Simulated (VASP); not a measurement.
Band structure of Ta (bcc). These are vdW-DF2, VASP's PBE PAW potentials (set 64) (plane waves; VASP) values and carry that method's errors.

Unless said otherwise, spin-orbit coupling is left out, though it shifts the bands of the heavy elements here.

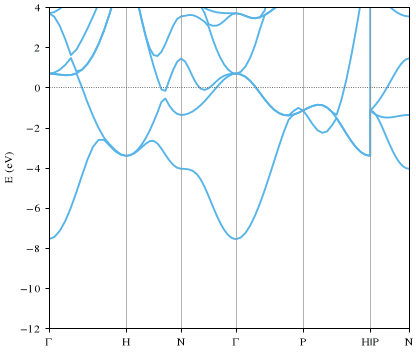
*Bands along high-symmetry lines, zero at the valence-band maximum or, without a gap, the Fermi level*

Problem. Read the plot: is there a gap, and where are the band edges?

Solution. It has no gap at this level: it comes out as a metal or semimetal. (Edges off the drawn lines would not show.)

The compound is Ta in the bcc structure. It was relaxed first, which changed the volume by +8 %.
